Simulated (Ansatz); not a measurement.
Input file:

```
crystal:
  periodic: [false, false, false]
  atoms:
    - { symbol: Mg, position_ang: [-0.603329, -0.371346, -1.165046] }
    - { symbol: O, position_ang: [1.070606, -0.658996, -0.116803] }
    - { symbol: Cl, position_ang: [-2.488356, -0.258156, -2.288012] }
    - { symbol: H, position_ang: [0.555296, 0.532056, 1.729714] }
    - { symbol: Br, position_ang: [-0.49624, 1.393678, 2.319033] }
    - { symbol: H, position_ang: [1.962124, -0.637135, -0.478886] }
basis:
  gaussian: { orbitals: def2-SVP }
hamiltonian:
  xc: pbe0
  dispersion: d4
relax:
  f_tol: 0.03
  max_steps: 50
output:
  orbitals: {}
```

Launched as:

```sh
ansatz run input.yaml --threads 2 --pin off --max-ram 3072MiB --backend cpu --events-out ev --progress --plain --runs-dir out
```

The fields are those of the relaxed geometry.

Level of theory: RKS PBE0-D4/def2-SVP (Ansatz 0.2.0).

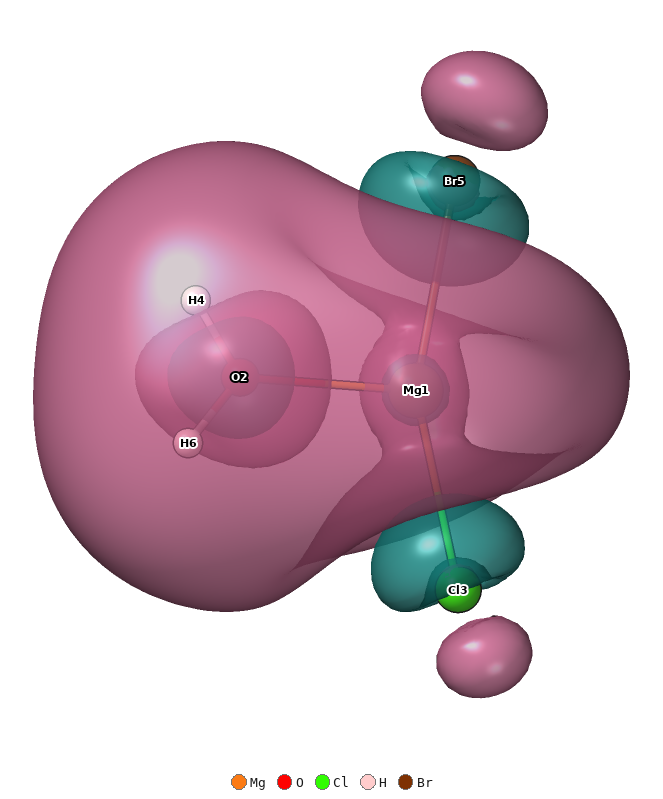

BrClH2MgO. The LUMO at ±0.06 Å⁻³ᐟ² (teal and pink are the two phases), seen at a tilt.

Q: Describe this orbital and give its energy.

A: By Hirshfeld shares it lies mainly on Mg1 (about 45 %), H6 (about 15 %), H4 (about 10 %), Br5 (about 10 %), O2 (about 10 %) and Cl3 (about 10 %). Its energy is −0.94 eV.
